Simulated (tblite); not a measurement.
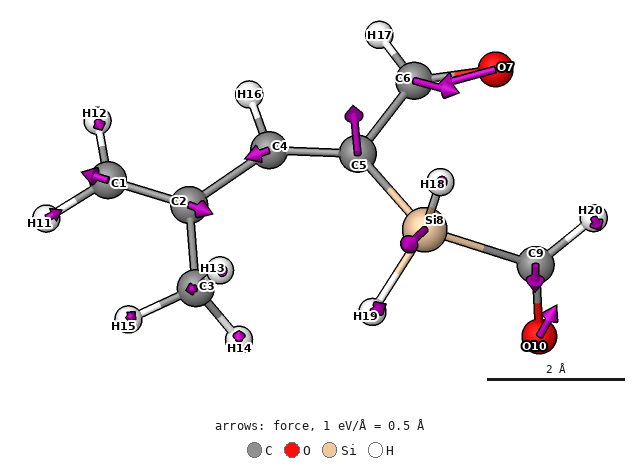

Starting geometry of C7H10O2Si with the computed forces as purple arrows. The picture is a ball-and-stick view, seen at a tilt.

The calculation used GFN2-xTB geometry optimisation, gas phase in tblite. 

Q: Is this structure relaxed? If not, where do the atoms go?

A: It isn't relaxed: the largest force vector, on C5, is 2.07 eV/Å. The final displacements have little in common with the starting forces (cosine between the two patterns 0.12). After 157 geometry steps the energy has fallen by 0.325 eV. The largest move after the best rigid fit is that of O10, 1.08 Å. By element the largest moves are O 1.08 Å, H 0.64 Å, C 0.35 Å, Si 0.18 Å. Near-neighbour distances that change, for instance: C5–Si8 1.841 → 1.900 Å, Si8–C9 1.876 → 1.922 Å, C5–C6 1.498 → 1.455 Å, C2–C4 1.468 → 1.445 Å. Bond angles that change, for instance: C5–Si8–C9 113.1° → 102.2°, H18–Si8–H19 103.1° → 113.3°, C6–C5–Si8 112.8° → 107.3°. Groups turn about Si8–C9 by about 30°.
